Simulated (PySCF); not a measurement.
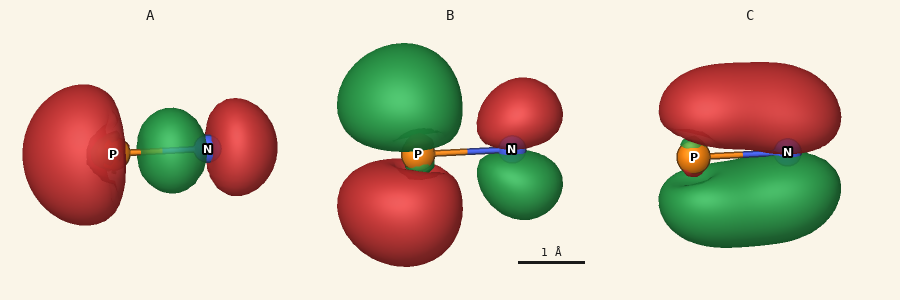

Figure. PN (charge +1, doublet). Three frontier α-spin orbitals, each drawn at the value that holds 80 % of its norm (green and red are the two phases), in no order; of a degenerate pair one member is drawn.

The calculation used PBE0/aug-pcseg-1, non-relativistic, at a bond length of 1.487 Å in PySCF 2.14.0.

Q: Name the orbitals and rank them from lowest to highest energy.

A: Orbital A: σ, occupied in this spin, −19.67 eV; shared between the atoms (P 60 %, N 40 %).
Orbital C: π, occupied in this spin, −18.66 eV; bonding, with no node between the atoms.
Orbital B: π, empty in this spin, −10.67 eV; mainly on P (75 %).
